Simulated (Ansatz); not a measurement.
**TiB2: one crystal by all-electron and frozen-core methods**

Aim: solve TiB2 at one geometry with all-electron LAPW, PAW with frozen cores and datasets made for this crystal, and see where they agree.

Method: DFT PBEsol, scalar-relativistic, in Ansatz 0.2.0.

**1. Starting point**

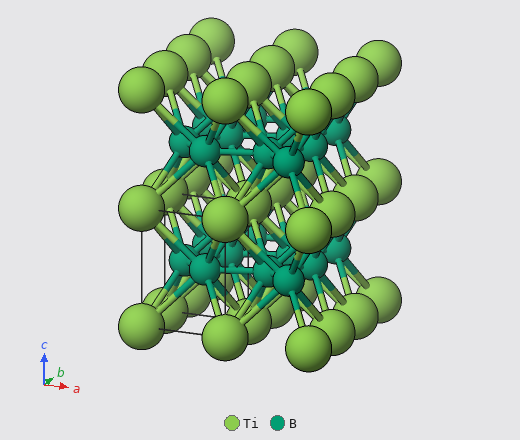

Start, viewed slightly off an axis; titanium green, boron teal. 2×3×2 cells are drawn. Atoms on the faces are drawn again on the opposite ones.

Coordinates:

```
CELL_PARAMETERS angstrom
3.02920 0.00000 0.00000
-1.51460 2.62336 0.00000
0.00000 0.00000 3.22840
ATOMIC_POSITIONS crystal
Ti 0.00000 0.00000 0.00000
B 0.33333 0.66667 0.50000
B 0.66667 0.33333 0.50000
```

The cell comes from a crystallographic database entry that wasn't checked; take it as a given geometry, which may be far from equilibrium.

Atoms are numbered in the order of the input: Ti1, B2, B3.

**2. All-electron LAPW**

Contents of input.yaml:

```yaml
crystal:
  lattice:
    - [3.0291982016, 0.0, 0.0]
    - [-1.5145991008, 2.6233625957, 0.0]
    - [0.0, 0.0, 3.2284]
  atoms:
    - { symbol: Ti, position: [0.0, 0.0, 0.0] }
    - { symbol: B, position: [0.3333333333, 0.6666666667, 0.5] }
    - { symbol: B, position: [0.6666666667, 0.3333333333, 0.5] }
kpoints:
  mp_grid: { grid: [14, 14, 11] }
  band_path:
    path:
      - [0.0, 0.0, 0.0]
      - [0.5, 0.0, 0.0]
      - [0.3333333333, 0.3333333333, 0.0]
      - [0.0, 0.0, 0.0]
      - [0.0, 0.0, 0.5]
      - [0.5, 0.0, 0.5]
      - [0.3333333333, 0.3333333333, 0.5]
      - [0.0, 0.0, 0.5]
      - [0.5, 0.0, 0.5]
    npoints: 14
scf:
  occupations: { method: fermi_dirac, width: 0.03 }
hamiltonian:
  xc: pbesol
  pseudopotentials: { kind: all_electron, lapw: { basis_error: 0.001 } }
output:
  forces: true
  stress: true
  eigenvalues: true
  populations: true
  dos: { projected: true, de: 0.2, e_range: [-14, 8] }
```

Started as:

```bash
ansatz run input.yaml --threads 1 --pin off --max-ram 4096MiB --backend cpu --events-out ev --progress --plain --runs-dir out
```

What it wrote:

```text
Ti: projections on atomic orbitals take those of the free atom 1s2 2s2 2p6 3s2 3p6 3d2 4s2, of charge +0.00 (hamiltonian.pseudopotentials.projection_atoms)
B: projections on atomic orbitals take those of the free atom 1s2 2s2 2p1, of charge +0.00 (hamiltonian.pseudopotentials.projection_atoms)
LAPW: plane waves up to 9.030 Å⁻¹, error target 1.0e-3 eV per atom; small_component_spin mean_spin; B in spheres of 0.874 Å, 5 of its electrons in bands, Dirac shells []; Ti in spheres of 1.240 Å, 18 of its electrons in bands, Dirac shells []
Engine: ansatz 0.2.0
Pseudopotentials: kind: all_electron
Pseudopotential: Ti, LAPW, valence charge 18, Koelling and Harmon's equation, gaussian nucleus
Pseudopotential: B, LAPW, valence charge 5, Koelling and Harmon's equation, gaussian nucleus
Functional definition: PBEsol
  exchange = pbesol_x
  correlation = pbesol_c
Crystal: 3 atoms, lattice volume = 25.655 Å³
Basis set: ecut = 310.6916534520061 eV, 327 PW (Γ), exchange–correlation at level 2
Bands: 18, of which v1, the nominal top of the filled ones, is band 14 counted from 1 (13 counted from 0)
Symmetry: 24 space group operations
Space group: P6/mmm (ITA 191), of the structure as read, at distance tolerance 2.9e-5 Å
k-points: 144 of 2156
Non-local potential: Ti, projectors of the file, none
Non-local potential: B, projectors of the file, none
Initial density: superposition of atomic densities (chi_scale 0.1, normalization cell, long waves kept (reshape's long-wave potential 0.00 eV rms))
Initial wavefunctions: plane waves of lowest kinetic energy (no species holds an atomic orbital)
Functional: x = pbesol(κ = 0.804, μ = 0.12345679012345678), c = pbesol(β = 0.046)
iter 1 solved again at ethr=1.55e-2 eV; its pass at ethr=1.00e-1 eV (dr2=4.34e0 eV) is discarded
SCF iter   1: F=—  HF=-24558.628999 eV  |F-HF|=—  |Δ(HF+E_count)|=         —  Δρ=9.84e-2  dr2=4.34e0  ethr=1.55e-2  ⟨swp⟩=2.0  Hψ=16972  notcnv=0
preconditioner: auto → none  [metal: Δε(μ)=0.028 eV  Ē_g=9.745 eV  σ=0.030 eV  W_gap=0.23  n_scr=8 (ndim 8)  ℏωp=23.2 eV  f_vac=0.000  D(μ)=0.55/eV (n_scr^D=2)  sad-step TF]
iter 2 solved again at ethr=5.15e-4 eV; its pass at ethr=1.55e-2 eV (dr2=1.44e-1 eV) is discarded
SCF iter   2: F=—  HF=-24557.015561 eV  |F-HF|=—  |Δ(HF+E_count)|=    1.61e0  Δρ=2.19e-2  dr2=1.43e-1  ethr=5.15e-4  ⟨swp⟩=2.1  Hψ=13394  notcnv=0
SCF iter   3: F=—  HF=-24556.864383 eV  |F-HF|=—  |Δ(HF+E_count)|=         —  Δρ=8.54e-3  dr2=1.33e-2  ethr=5.11e-4  ⟨swp⟩=3.0  Hψ=8287  notcnv=0
the basis was enlarged: its passes take 54.8 KiB over the memory plan, 1 of 1 planned eigensolver slots
SCF iter   4: F=—  HF=-24556.853044 eV  |F-HF|=—  |Δ(HF+E_count)|=   1.13e-2  Δρ=2.43e-3  dr2=9.15e-4  ethr=4.77e-5  ⟨swp⟩=3.0  Hψ=8108  notcnv=0
SCF iter   5: F=—  HF=-24556.852616 eV  |F-HF|=—  |Δ(HF+E_count)|=   4.27e-4  Δρ=3.67e-4  dr2=2.60e-5  ethr=3.27e-6  ⟨swp⟩=2.7  Hψ=7337  notcnv=0
SCF iter   6: F=—  HF=-24556.852609 eV  |F-HF|=—  |Δ(HF+E_count)|=   7.56e-6  Δρ=3.04e-5  dr2=1.91e-7  ethr=9.27e-8  ⟨swp⟩=2.1  Hψ=7226  notcnv=0
SCF iter   7: F=-24556.852609 eV  HF=-24556.852609 eV  |F-HF|=2.31e-8  |Δ(HF+E_count)|=   1.95e-8  Δρ=6.61e-6  dr2=1.37e-8  ethr=6.83e-10  ⟨swp⟩=2.9  Hψ=7518  notcnv=0
SCF 1 converged in 7 iterations: F = -24556.852609 eV  dr2 = 1.37e-8
NSCF: frozen V_eff on 113 k-points
SCF converged after 7 iterations
Free energy (F): -24556.852609 eV
Harris-Foulkes:  -24556.852609 eV  (|F-HF|=2.31e-8)
Internal energy: -24556.851511 eV  (E = F + TS)
E sigma→0 (E₀):  -24556.852060 eV
Entropy (-TS):   -0.001098 eV (-0.366 meV/atom)
Fermi energy:    15.566532 eV
--- Per-component energies (eV) ---
  E_band       = -3246.238853
  E_kinetic    = 24767.762637
  E_xc         = -1339.734157
  E_electrostatic = -47984.879990  (all electrons and nuclei)
  E_smearing   = -0.001098  (= −TS)
  E_closure    = 0.000000  (closes the sum)
  E_atoms      = -24532.065373  (free atoms, spherical and without spin; not in F)
  Σ components = -24556.852609   (vs F -24556.852609, Δ=0.00e0)
  Basis errors (estimates in eV, not in F): energy 3.9e-4 per atom: plane waves 3.6e-4 (1.9e-4 summed), levels above the bands 8.9e-74, relativity 6.2e-9, radial functions 3.8e-5, core shells 1.6e-7; eigenvalues (radial functions only) 3.5e-6; not estimated: angular momenta, meshes, grids; target (lapw.basis_error) 1.0e-3; muffin-tin radii B 0.874 Å, Ti 1.240 Å
--- Forces (eV/Å), atoms counted from 1 ---
  atom   1  Ti    -0.00000000     0.00000000     0.00000000
  atom   2  B      0.00000000    -0.00000000     0.00000000
  atom   3  B      0.00000000     0.00000000     0.00000000
  max |Σ_I F_I| component: 5.55e-17 eV/Å
--- Stress (GPa, compression-positive) ---
       -4.252985       0.000000       0.000000
        0.000000      -4.252985       0.000000
        0.000000       0.000000      -7.053775
  P = ⅓ Tr σ = -5.1866 GPa (-51.866 kbar)
--- Band table (eV; the first three rows and the last of 144) ---
  k-point 0: bands = ["-422.5742", "-422.5374", "-422.5374", "-156.3298", "-156.3123", "-41.1361", "-17.6043", "-17.2864", "-17.2864", "2.0550", "12.9342", "12.9342", "13.2245", "13.3833", "17.4379", "17.4379", "19.2168", "19.2168"]
  k-point 1: bands = ["-422.5742", "-422.5374", "-422.5374", "-156.3298", "-156.3123", "-41.1349", "-17.6209", "-17.2851", "-17.2851", "2.1659", "12.1333", "13.0215", "13.0215", "14.3606", "17.1589", "17.1589", "19.0242", "19.0242"]
  k-point 2: bands = ["-422.5742", "-422.5374", "-422.5374", "-156.3298", "-156.3123", "-41.1317", "-17.6651", "-17.2816", "-17.2816", "2.4847", "10.9079", "13.2806", "13.2806", "15.2892", "16.5815", "16.5815", "18.4940", "18.4940"]
  k-point 143: bands = ["-422.5742", "-422.5374", "-422.5374", "-156.3218", "-156.3203", "-41.0594", "-17.6978", "-17.5749", "-17.5133", "6.6905", "7.3125", "9.8178", "12.3481", "12.3846", "18.0487", "19.5035", "19.6530", "20.0648"]
--- Löwdin populations: 3 sites ---
  site symbol       q [e]
     0     Ti     21.1336
     1      B      5.4154
     2      B      5.4154
  spilling = 0.001110 (of n_electrons = 32.000000)
```

Wall time 26 s (1 thread of Arm Neoverse V1, shared host); peak memory 0.43 GiB.

Read from it: pressure -5.19 GPa; no gap.

At the corners of the path (eV, zero at the Fermi level):

| point | band 11 | band 12 | band 13 | band 14 | band 15 | band 16 | band 17 |
| --- | --- | --- | --- | --- | --- | --- | --- |
| Γ | -2.63 | -2.63 | -2.34 | -2.18 | 1.87 | 1.87 | 3.65 |
| M | -9.22 | -3.28 | -3.26 | -2.33 | 1.31 | 2.74 | 3.21 |
| K | -8.31 | -7.40 | -1.90 | -1.90 | 1.34 | 1.34 | 1.97 |
| Γ | -2.63 | -2.63 | -2.34 | -2.18 | 1.87 | 1.87 | 3.65 |
| A | -7.65 | -0.56 | -0.56 | -0.22 | -0.22 | 0.40 | 0.40 |
| L | -7.56 | -4.67 | -3.87 | -3.17 | 2.46 | 2.92 | 4.48 |
| H | -8.57 | -5.75 | -3.20 | -3.20 | 2.49 | 4.25 | 4.25 |
| A | -7.65 | -0.56 | -0.56 | -0.22 | -0.22 | 0.40 | 0.40 |
| L | -7.56 | -4.67 | -3.87 | -3.17 | 2.46 | 2.92 | 4.48 |

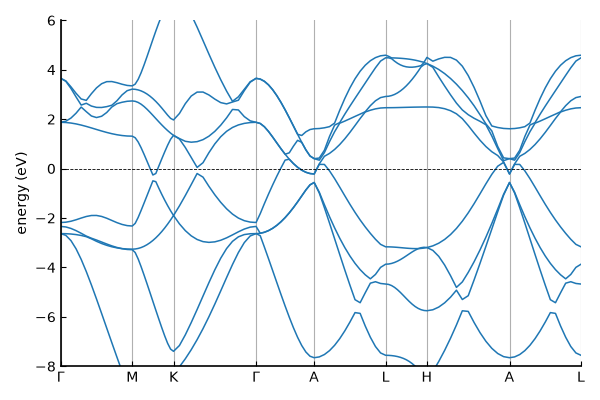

Bands along the path, counted from its Fermi level.

States per cell in windows of 1 eV (zero at the Fermi level; grid of 0.20 eV, so sharp peaks spill over the borders):

| from | to | total | Ti 3d | B 2p | B 2s |
| --- | --- | --- | --- | --- | --- |
| -10 | -9 | 0.63 | 0.10 | 0.23 | 0.27 |
| -9 | -8 | 0.33 | 0.04 | 0.16 | 0.11 |
| -8 | -7 | 0.61 | 0.09 | 0.35 | 0.16 |
| -7 | -6 | 0.60 | 0.09 | 0.38 | 0.10 |
| -6 | -5 | 0.86 | 0.14 | 0.60 | 0.07 |
| -5 | -4 | 1.16 | 0.24 | 0.83 | 0.06 |
| -4 | -3 | 1.78 | 0.49 | 1.20 | 0.03 |
| -3 | -2 | 1.32 | 0.59 | 0.71 | 0.01 |
| -2 | -1 | 0.93 | 0.66 | 0.24 | 0.01 |
| -1 | 0 | 0.44 | 0.34 | 0.08 | 0.00 |
| 0 | 1 | 0.63 | 0.53 | 0.09 | 0.00 |
| 1 | 2 | 1.55 | 1.28 | 0.23 | 0.02 |
| 2 | 3 | 2.56 | 2.15 | 0.33 | 0.04 |
| 3 | 4 | 1.89 | 1.39 | 0.38 | 0.09 |
| 4 | 5 | 1.14 | 0.67 | 0.31 | 0.11 |

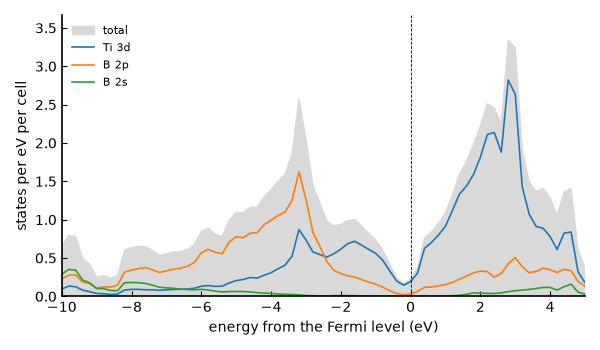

Density of states, total and projected.

**3. PAW with frozen cores**

input.yaml: that of step 2 with these lines changed.

```diff
@@ -27,3 +27,3 @@
   xc: pbesol
-  pseudopotentials: { kind: all_electron, lapw: { basis_error: 0.001 } }
+  pseudopotentials: { kind: paw }
 output:
@@ -32,3 +32,9 @@
   eigenvalues: true
+  efg: { contact_densities: true }
   populations: true
+  bader: true
   dos: { projected: true, de: 0.2, e_range: [-14, 8] }
+  write_density: true
+  write_potential: true
+  elf: true
+  volumetric_format: npy
```

Started as:

```bash
ansatz run input.yaml --threads 1 --pin off --max-ram 4096MiB --backend cpu --events-out ev --progress --plain --runs-dir out
```

What it wrote:

```text
[... 1 set-up line as earlier in the session ...]
Pseudopotentials: kind: paw
Pseudopotential: Ti, paw, valence charge 12, recommended cutoff 420 eV (normal)
Pseudopotential: B, paw, valence charge 3, recommended cutoff 420 eV (normal)
[... 3 set-up lines as earlier in the session ...]
Crystal: 3 atoms, lattice volume = 25.655 Å³
Basis set: ecut = 420 eV, 503 PW (Γ), exchange–correlation on 48×48×48 points (8 copies of the dense FFT grid, shifted against one another)
Bands: 13, of which v1, the nominal top of the filled ones, is band 9 counted from 1 (8 counted from 0)
[... 2 set-up lines as earlier in the session ...]
k-points: 144 of 2156
Non-local potential: Ti, projectors of the file, l = 0: 3, l = 1: 2, l = 2: 3, l = 3: 1
Non-local potential: B, projectors of the file, l = 0: 2, l = 1: 2, l = 2: 1
PAW form: soft (Blöchl's): semilocal exchange-correlation on the pseudo side does not see the compensation charge
PAW frozen core: Ti, regenerated for the run's functional, and the local potential with it (the file was generated under x = pbe(κ = 0.804, μ = 0.2195149727645171), c = pbe(β = 0.06672455060314922))
PAW frozen core: B, regenerated for the run's functional, and the local potential with it (the file was generated under x = pbe(κ = 0.804, μ = 0.2195149727645171), c = pbe(β = 0.06672455060314922))
PAW one-centre angular grid: Ti, 590 points (default); XC on 64 Gauss nodes
PAW one-centre angular grid: B, 110 points (default); XC on 64 Gauss nodes
Initial density: superposition of atomic densities (neutral atoms: chi_scale 0, normalization atom), corrected by the library's trained network
Initial wavefunctions: pseudopotential atomic-orbital guess
[... 1 set-up line as earlier in the session ...]
SCF iter   1: F=—  HF=-2782.617048 eV  |F-HF|=—  |Δ(HF+E_count)|=         —  Δρ=6.47e-3  dr2=8.65e-3  ethr=1.77e-3  ⟨swp⟩=4.4  Hψ=8828  notcnv=0
preconditioner: auto → none  [metal: Δε(μ)=0.076 eV  Ē_g=8.115 eV  σ=0.030 eV  W_gap=0.47  n_scr=8 (ndim 8)  ℏωp=23.2 eV  f_vac=0.000  D(μ)=0.37/eV (n_scr^D=0)  sad-step TF]
SCF iter   2: F=—  HF=-2782.614189 eV  |F-HF|=—  |Δ(HF+E_count)|=   2.86e-3  Δρ=3.25e-3  dr2=2.92e-3  ethr=4.81e-5  ⟨swp⟩=2.9  Hψ=4487  notcnv=0
SCF iter   3: F=—  HF=-2782.613091 eV  |F-HF|=—  |Δ(HF+E_count)|=   1.10e-3  Δρ=2.99e-4  dr2=2.26e-5  ethr=1.62e-5  ⟨swp⟩=2.0  Hψ=3172  notcnv=0
SCF iter   4: F=—  HF=-2782.613085 eV  |F-HF|=—  |Δ(HF+E_count)|=   5.83e-6  Δρ=5.03e-5  dr2=4.80e-7  ethr=1.26e-7  ⟨swp⟩=2.9  Hψ=3015  notcnv=0
iter 5 did not close the SCF: its close was put off for the readings that it lacked (scf_convergence_deferred on its scf_iter line)
SCF iter   5: F=-2782.613085 eV  HF=-2782.613085 eV  |F-HF|=2.69e-9  |Δ(HF+E_count)|=   8.83e-8  Δρ=4.84e-6  dr2=5.37e-9  ethr=2.67e-9  ⟨swp⟩=2.6  Hψ=2623  notcnv=0
SCF iter   6: F=-2782.613085 eV  HF=-2782.613085 eV  |F-HF|=1.31e-10  |Δ(HF+E_count)|=  9.45e-10  Δρ=9.36e-7  dr2=1.81e-10  ethr=2.98e-11  ⟨swp⟩=4.3  Hψ=9062  notcnv=0
SCF 1 converged in 6 iterations: F = -2782.613085 eV  dr2 = 1.81e-10
NSCF: frozen V_eff on 113 k-points
SCF converged after 6 iterations
Free energy (F): -2782.613085 eV
Harris-Foulkes:  -2782.613085 eV  (|F-HF|=1.31e-10)
Internal energy: -2782.611988 eV  (E = F + TS)
E sigma→0 (E₀):  -2782.612537 eV
Entropy (-TS):   -0.001097 eV (-0.366 meV/atom)
Fermi energy:    15.110483 eV
--- Per-component energies (eV) ---
  E_band       = -93.845474
  E_kinetic    = 375.524115
  E_local      = -788.108601  (includes V_loc(G=0)·N_el)
  E_nonlocal   = 30.075994
  E_hartree    = 333.228223
  E_xc         = -164.113872
  E_vxc        = -202.269770  (∫ρ·V_xc dr)
  E_paw        = -1173.203272  (= ΣΔE_a)
  E_vpaw       = -175.523894  (= ΣTr[D̂ρ^β])
  E_aug_tail   = 0.000090  (compensation charges beyond the density's cutoff)
  E_ewald      = -1396.183471
  E_core_change = 0.168806  (= ΣΔE_core)
  E_smearing   = -0.001097  (= −TS)
  E_closure    = -0.000000  (closes the sum)
  Σ components = -2782.613085   (vs F -2782.613085, Δ=0.00e0)
--- Forces (eV/Å), atoms counted from 1 ---
  atom   1  Ti     0.00000000    -0.00000000     0.00000000
  atom   2  B     -0.00000000    -0.00000000     0.00000000
  atom   3  B     -0.00000000     0.00000000     0.00000000
  max |Σ_I F_I| component: 5.55e-17 eV/Å
--- Stress (GPa, compression-positive) ---
       -4.199363       0.000000       0.000000
        0.000000      -4.199363       0.000000
        0.000000       0.000000      -7.061592
  P = ⅓ Tr σ = -5.1534 GPa (-51.534 kbar)
--- PAW observables at the nuclei: V_zz in 10²¹ V/m², potentials from the cell's mean, atoms counted from 1 ---
  atom   1  Ti V_zz =    +2.062815   η = 0.0000   by run symmetry: allowed
            electrostatic potential = -2532.772149 V   contact ρ = 56636.544251 e/Å³
  atom   2  B  V_zz =    +0.301831   η = 0.0000   by run symmetry: allowed
            electrostatic potential = -331.396198 V   contact ρ = 481.497746 e/Å³
  atom   3  B  V_zz =    +0.301831   η = 0.0000   by run symmetry: allowed
            electrostatic potential = -331.396198 V   contact ρ = 481.497746 e/Å³
--- Band table (eV; the first three rows and the last of 144) ---
  k-point 0: bands = ["-41.5916", "-18.0594", "-17.7394", "-17.7394", "1.5977", "12.4788", "12.4788", "12.7685", "12.9270", "16.9813", "16.9813", "18.7610", "18.7610"]
  k-point 1: bands = ["-41.5904", "-18.0760", "-17.7381", "-17.7381", "1.7086", "11.6774", "12.5663", "12.5663", "13.9037", "16.7025", "16.7025", "18.5686", "18.5686"]
  k-point 2: bands = ["-41.5872", "-18.1203", "-17.7346", "-17.7346", "2.0276", "10.4523", "12.8255", "12.8255", "14.8319", "16.1253", "16.1253", "18.0385", "18.0385"]
  k-point 143: bands = ["-41.5149", "-18.1530", "-18.0280", "-17.9664", "6.2354", "6.8574", "9.3622", "11.8923", "11.9289", "17.5922", "19.0486", "19.1971", "19.6093"]
--- Löwdin populations: 3 sites ---
  site symbol       q [e]
     0     Ti     11.1502
     1      B      3.4046
     2      B      3.4046
  spilling = 0.002254 (of n_electrons = 18.000000)
--- Bader charges: 3 sites ---
  site symbol  charge [e]  shift [e]
     0     Ti      1.4133     0.0023
     1      B     -0.7067     0.0011
     2      B     -0.7067     0.0011
  estimated error of the sums over rays = 5.4e-4 e
```

Run time: 23 s. Hardware: 1 thread of Arm Neoverse V1, shared host; peak memory 0.37 GiB.

In short: pressure -5.15 GPa; no gap; Vzz Ti1 2.06 (η = 0.00), B2 0.30 (η = 0.00) (10²¹ V/m²).

| atom | Bader charge (e) | basin volume (Å³) |
| --- | --- | --- |
| Ti1 | +1.41 | 8.66 |
| B2 | -0.71 | 8.50 |

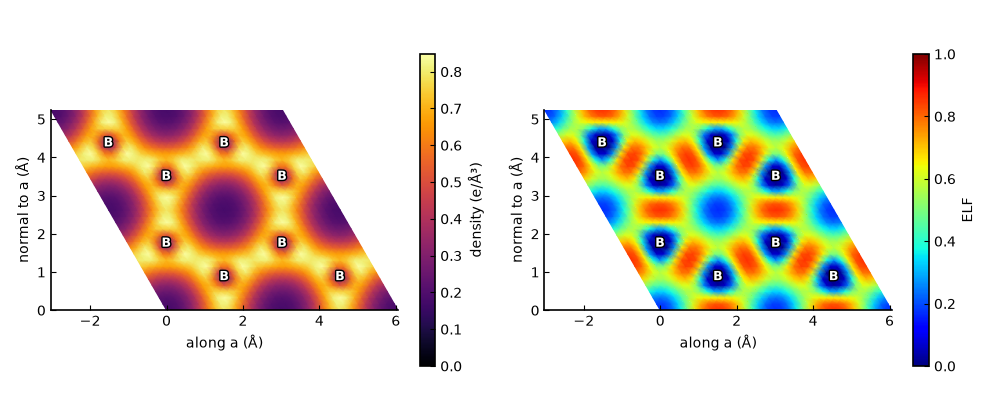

Density (left) and ELF (right) in a lattice plane of the grid's cell (edges 3.03 and 3.03 Å, at 0.500 of the third edge), which holds B. Only atoms in the plane are labelled. Both are smooth fields of the valence electrons: close to the nuclei they are not physical.

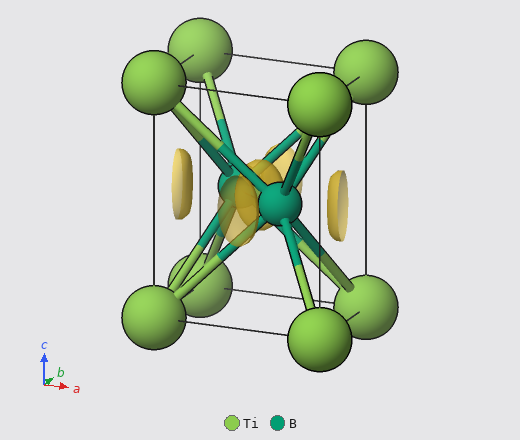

Surface of ELF = 0.80, drawn in one cell.

The highest ELF values outside the cores: 0.86 on the B–B line, 0.9 Å from B.

[end of part 1 of 2]
